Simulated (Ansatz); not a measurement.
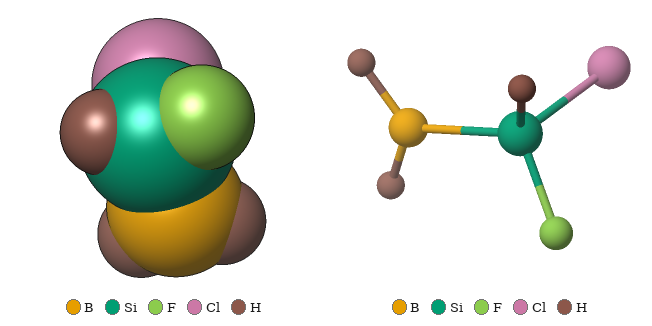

Two views of one molecule.

Count the atoms of each element.

BClFH3Si, 7 atoms: 1 boron, 1 chlorine, 1 fluorine, 3 hydrogen and 1 silicon.

How many sets of symmetry-equivalent atoms are there?

7: 1 B, 1 Si, 1 F, 1 Cl, 1 H, 1 H, 1 H.

Give a SMILES string for it.

B[Si@@H](F)Cl

The parts below concern this one geometry. Atoms keep their numbers from picture to picture. Computed geometry: PBE0-D4/def2-TZVP optimisation. No frequency run is at hand to confirm it as a minimum.

Dipole moment

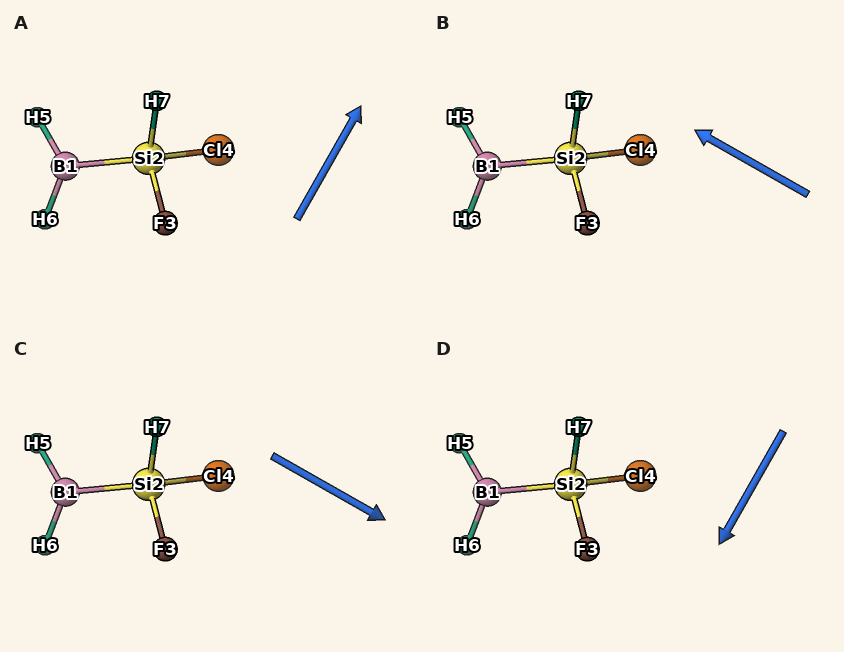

The same molecule four times, each with an arrow. No frequency run is at hand to confirm it as a minimum. Properties computed with RKS PBE0-D4/def2-TZVP (Ansatz 0.2.0).

Which arrow points along the dipole moment, from the negative to the positive end?

B. The dipole moment is 1.67 D; it points from the side of Cl4 to the side of H5 (the outermost atoms at the two ends).

Charges

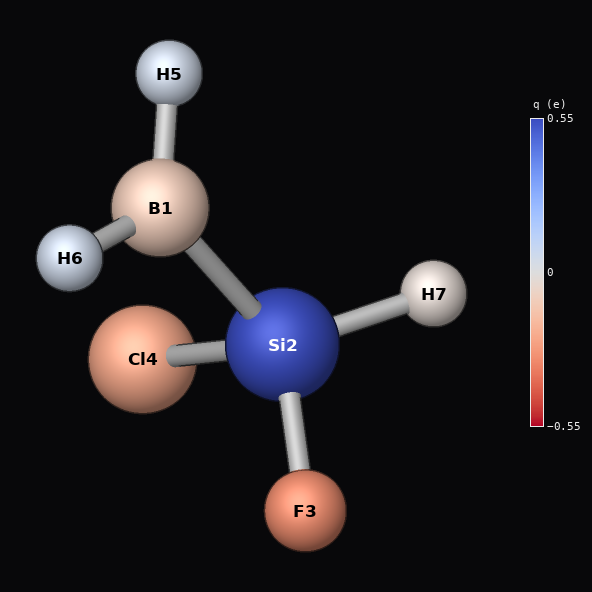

Atoms are coloured by their Mulliken charges. No frequency run is at hand to confirm it as a minimum. Level of theory: RKS PBE0-D4/def2-TZVP (Ansatz 0.2.0).

Give the Mulliken charges atom by atom.

```json
{"atom": "B1", "value (e)": "−0.10"}
{"atom": "Si2", "value (e)": "0.54"}
{"atom": "F3", "value (e)": "−0.30"}
{"atom": "Cl4", "value (e)": "−0.22"}
{"atom": "H5", "value (e)": "0.05"}
{"atom": "H6", "value (e)": "0.05"}
{"atom": "H7", "value (e)": "−0.03"}
```

Electronic properties

No frequency run is at hand to confirm it as a minimum. Level of theory: RKS PBE0-D4/def2-TZVPP (Ansatz 0.2.0).

Give the dispersion correction at this level.

−11.9 kJ/mol.

What is the HOMO–LUMO gap?

5.61 eV.

What is the HOMO energy (Kohn–Sham orbital)?

−8.51 eV.

Mulliken values depend strongly on the basis set and can even reverse the polarity of a bond.
